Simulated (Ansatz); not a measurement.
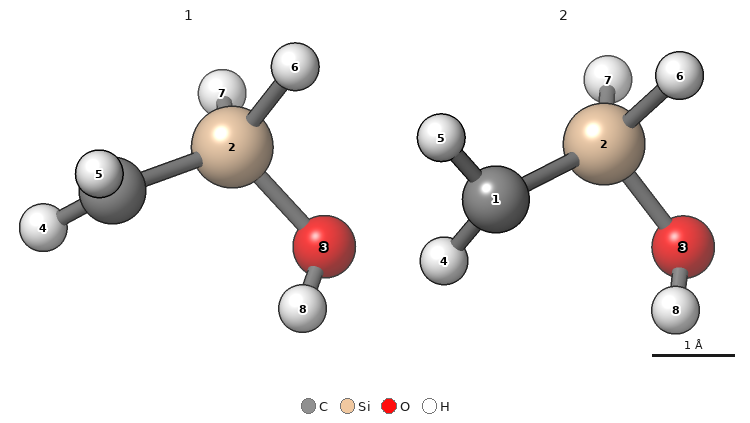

Two geometries of CH$_{5}$OSi (charge −1), drawn at one scale. One is the start of a relaxation, the other its converged end. Style: ball-and-stick. Shown at a tilt.

All numbers below come from Ansatz, RKS PBE0-D4/def2-TZVPD. (force threshold 0.005 eV/Å; at most 200 steps)

Question: Which geometry has the lower energy?

Answer: Structure 1 is the relaxed one. The largest move after the best rigid fit is that of H5, 0.71 Å. By element the largest moves are H 0.71 Å, C 0.28 Å, O 0.25 Å, Si 0.06 Å. Among the contacts that change: C1–Si2 1.802 → 1.758 Å, C1–H4 1.103 → 1.088 Å, Si2–O3 1.698 → 1.710 Å, O3–H8 0.953 → 0.963 Å. Bond angles that change, for instance: C1–Si2–H7 134.4° → 118.5°, Si2–C1–H4 115.1° → 123.9°, H4–C1–H5 107.5° → 114.8°. The energy falls by 0.235 eV in 11 accepted moves (15 points after the start). The largest force component goes from 0.6 to 0.0048 eV/Å. The line search rejected the trial steps at points 3, 6, 9, 14 of the run. The run took 26 s on 2 threads of Intel Xeon 6975P-C, with other jobs on the host.
